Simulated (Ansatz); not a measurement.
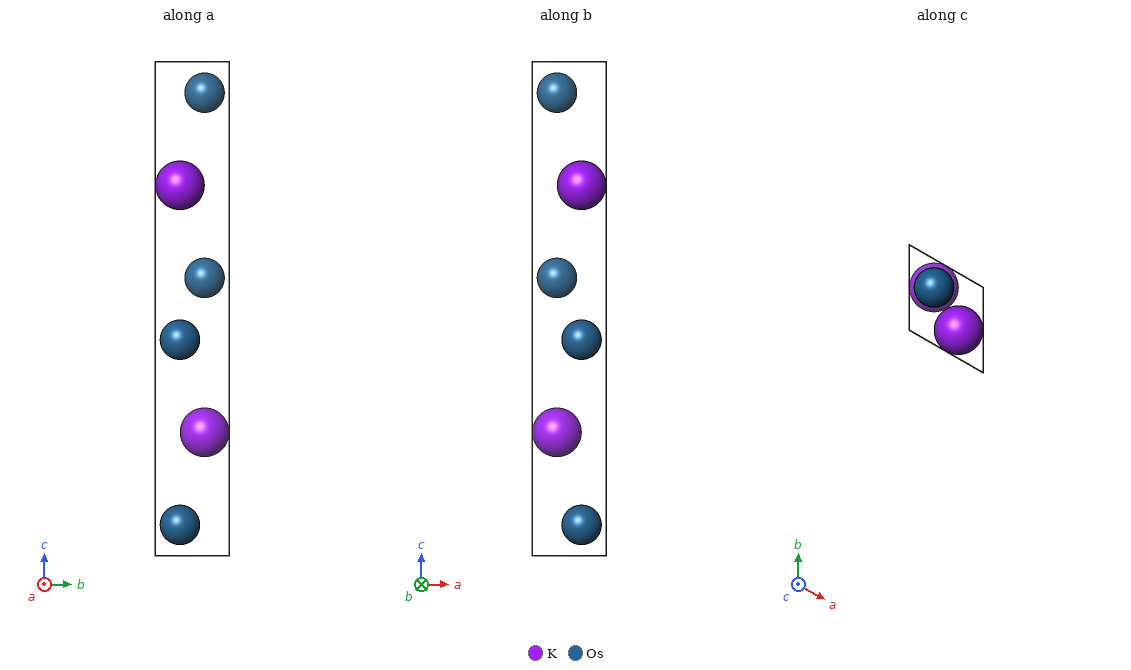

Spheres-only representation of a periodic structure, projected along the a axis, along the b axis and along the c axis. The edges of the conventional unit cell are marked.

Lattice parameters: a = 2.8023 Å, b = 2.8023 Å, c = 16.2196 Å, α = 90.000°, β = 90.000°, γ = 120.000°.

**Record the structure as a CIF with its space group and independent sites, with free fractional coordinates to two decimals.**

```cif
data_structure
_symmetry_space_group_name_H-M 'P 63/m m c'
_symmetry_Int_Tables_number 194
_cell_length_a 2.8023
_cell_length_b 2.8023
_cell_length_c 16.2196
_cell_angle_alpha 90.000
_cell_angle_beta 90.000
_cell_angle_gamma 120.000
_cell_volume 110.31
loop_
_atom_site_label
_atom_site_type_symbol
_atom_site_symmetry_multiplicity
_atom_site_Wyckoff_symbol
_atom_site_fract_x
_atom_site_fract_y
_atom_site_fract_z
_atom_site_occupancy
K1 K 2 c 0.3333 0.6667 0.25 1
Os1 Os 4 f 0.3333 0.6667 0.56 1
```

The model was built from a structure type filled with these elements by a generator (whether the compound takes this form wasn't checked). Earlier steps of the study may have refined or changed the cell and positions. A calculation with Ansatz used it as input.
